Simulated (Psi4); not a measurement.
# AlH (SMILES [AlH]) at HF/3-21G

What is the energy change on altering one bond length of AlH at HF/3-21G? 

The calculation is run with Psi4 1.11.

## 1. The system as given

AlH: 2 atoms, total charge 0, spin state singlet. SMILES: `[AlH]`. The shape is that of a PBE0-D4/def2-TZVP optimisation.

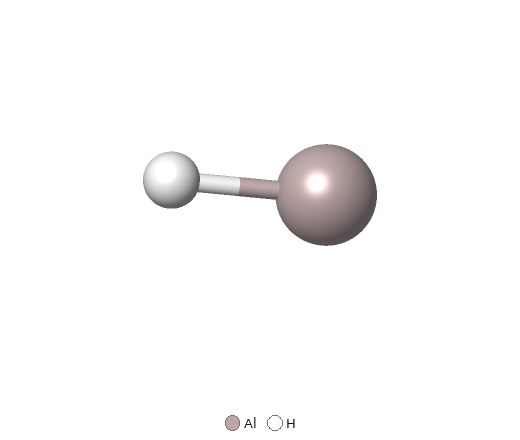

The structure, seen from a chosen angle (aluminium light grey, hydrogen white).

## 2. The energy at HF/3-21G

The input, alh.xyz:

```xyz
2
AlH
Al     0.000000     0.000000    -0.025640
H      0.000000     0.000000     1.639110
```

The input, alh_ase.py:

```python
import numpy as np
from ase.calculators.psi4 import Psi4
from ase.io import read

mol = read('alh.xyz')
calc = Psi4(atoms=mol, method='hf', basis='3-21G', memory='2200MB', num_threads=1, charge=0, multiplicity=1, label='psi4-calc')
calc.psi4.set_options({'puream': True, 'e_convergence': 1e-09, 'd_convergence': 1e-08, 'scf_type': 'pk'})
mol.calc = calc

print(f'energy: {mol.get_potential_energy():.6f} eV')
```

The run is started by

```console
$ python alh_ase.py
```

psi4-calc.dat:

```text
[...]
  Running in c1 symmetry.
[...]
  Nuclear repulsion =    4.132334427817990
[...]
  Multiplicity = 1
[...]
  Nalpha       = 7
  Nbeta        = 7
[...]
    Number of basis functions: 15
[...]
   @RHF iter   1:  -241.12151633090318   -5.59080e-01   2.50327e-03 ADIIS/DIIS
[...]
   @RHF iter   7:  -241.12253024097416   -3.18323e-12   4.88104e-09 DIIS
[...]
    Orbital Energies [Eh]
    ---------------------
    Doubly Occupied:
       1A    -58.060261     2A     -4.868313     3A     -3.167137
       4A     -3.167137     5A     -3.165499     6A     -0.498420
       7A     -0.282527
[...]
  @RHF Final Energy:  -241.12253024097416
   => Energetics <=
    Nuclear Repulsion Energy =              4.1323344278179901
    One-Electron Energy =                -344.0911391310870613
    Two-Electron Energy =                  98.8362744622949236
    Total Energy =                       -241.1225302409741857
[...]
 Multipole Moments:
 ------------------------------------------------------------------------------------
     Multipole            Electronic (a.u.)      Nuclear  (a.u.)        Total (a.u.)
 ------------------------------------------------------------------------------------
 L = 1.  Multiply by 2.5417464519 to convert [e a0] to [Debye]
 Dipole X            :          0.0000000            0.0000000            0.0000000
 Dipole Y            :          0.0000000            0.0000000            0.0000000
 Dipole Z            :         -1.3384378            1.5600499            0.2216121
 Magnitude           :                                                    0.2216121
[...]
```

The script printed:

```text
energy: -6561.278250 eV
```

Wall time 3.3 s (1 thread of Intel Xeon Platinum 8259CL at 2.50GHz (Skylake/Cascade Lake), shared host); peak memory 0.19 GiB.

## 3. The distorted shape at the same level

The input, input.dat:

```
memory 2200 mb

molecule mol {
  0 1
  Al
  H 1 2.4971
  symmetry c1
}

set {
  basis         3-21G
  reference     rhf
  puream        true
  e_convergence 1e-09
  d_convergence 1e-08
  scf_type      pk
}

E, wfn = energy('scf', return_wfn=True)
print_variables()
```

The run is started by

```console
$ psi4 -i input.dat -o output.dat -n 1
```

output.dat:

```text
[...]
  Running in c1 symmetry.
[...]
  Nuclear repulsion =    2.754917199435346
[...]
  Multiplicity = 1
[...]
  Nalpha       = 7
  Nbeta        = 7
[...]
    Number of basis functions: 15
[...]
   @RHF iter   1:  -241.05961292815761   -6.09804e-01   4.89169e-03 DIIS/ADIIS
[...]
   @RHF iter   8:  -241.06865988374247   -9.37916e-13   3.62320e-09 DIIS
[...]
    Orbital Energies [Eh]
    ---------------------
    Doubly Occupied:
       1A    -58.110163     2A     -4.912648     3A     -3.210495
       4A     -3.210495     5A     -3.208215     6A     -0.430255
       7A     -0.272907
[...]
  @RHF Final Energy:  -241.06865988374247
   => Energetics <=
    Nuclear Repulsion Energy =              2.7549171994353459
    One-Electron Energy =                -340.9368002523510768
    Two-Electron Energy =                  97.1132231691732954
    Total Energy =                       -241.0686598837424413
[...]
 Multipole Moments:
 ------------------------------------------------------------------------------------
     Multipole            Electronic (a.u.)      Nuclear  (a.u.)        Total (a.u.)
 ------------------------------------------------------------------------------------
 L = 1.  Multiply by 2.5417464519 to convert [e a0] to [Debye]
 Dipole X            :         -0.0000000            0.0000000           -0.0000000
 Dipole Y            :          0.0000000            0.0000000            0.0000000
 Dipole Z            :         -3.4130590            2.3400514           -1.0730076
 Magnitude           :                                                    1.0730076
[...]
```

Wall time 2.7 s (1 thread of Intel Xeon Platinum 8259CL at 2.50GHz (Skylake/Cascade Lake), shared host); peak memory 0.18 GiB.

## 4. Results

Level: HF/3-21G.

```
                                                          quantity          value
                                         first shape: total energy  -241.12253 Eh
                                        first shape: dipole moment         0.56 D
                                          first shape: HOMO energy       -7.69 eV
                                          first shape: LUMO energy        0.84 eV
                                        first shape: HOMO–LUMO gap        8.53 eV
                                     distorted shape: total energy  -241.06866 Eh
                                    distorted shape: dipole moment         2.73 D
                                      distorted shape: HOMO energy       -7.43 eV
                                      distorted shape: LUMO energy        0.40 eV
                                    distorted shape: HOMO–LUMO gap        7.83 eV
energy change with the Al1–H2 bond stretched from 1.665 to 2.497 Å       1.466 eV
```

What this shows: One bond (distorted shape) is far stretched, which a spin-restricted single reference describes badly; a broken-symmetry solution may lie lower. With the Al1–H2 bond stretched from 1.665 to 2.497 Å the energy rises by 1.47 eV (141 kJ/mol). The first shape isn't relaxed at this level, so the change isn't measured from a minimum. A restricted reference can't describe the breaking bond well at this length.
